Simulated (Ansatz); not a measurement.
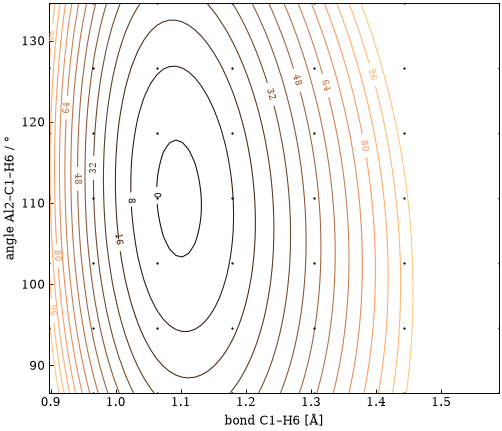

Energy landscape of CH₄AlCl, SMILES [CH3][AlH][Cl]. Two internal coordinates are moved rigidly from the geometry relaxed at PBE0-D4/def2-TZVP, all others fixed. The first coordinate is: bond C1–H6; the second: angle Al2–C1–H6. Grid: 7 × 7 points. Points are written as (first, second). All energies are given in kJ/mol relative to the lowest grid point. These are results of RHF-CCSD(T), frozen core/def2-TZVPP (Ansatz), not measurements.

The picture shows contour lines labelled in kJ/mol (none above 104), dots at the grid points. Between grid points the surface is interpolated. 

> Describe this landscape.

The lowest grid point is at (1.063 Å, 110.6°). It is the only kind of minimum in the scanned range. The highest grid point, (1.588 Å, 134.6°), lies 201 kJ/mol above the lowest. Round the minimum the two coordinates are weakly coupled (coupling 0.11 in units of the two stiffnesses).

Grid values (kJ/mol):

```tsv
angle Al2–C1–H6 ↓, bond C1–H6 →	0.898	0.965	1.063	1.178	1.305	1.442	1.588
134.6	105	50	20	32	74	134	201
126.6	95	39	9	19	60	119	185
118.6	90	34	2	11	51	108	173
110.6	90	33	0	8	45	101	164
102.6	95	37	3	9	45	98	159
94.6	105	46	11	14	48	99	157
86.6	121	61	23	24	55	102	157
```
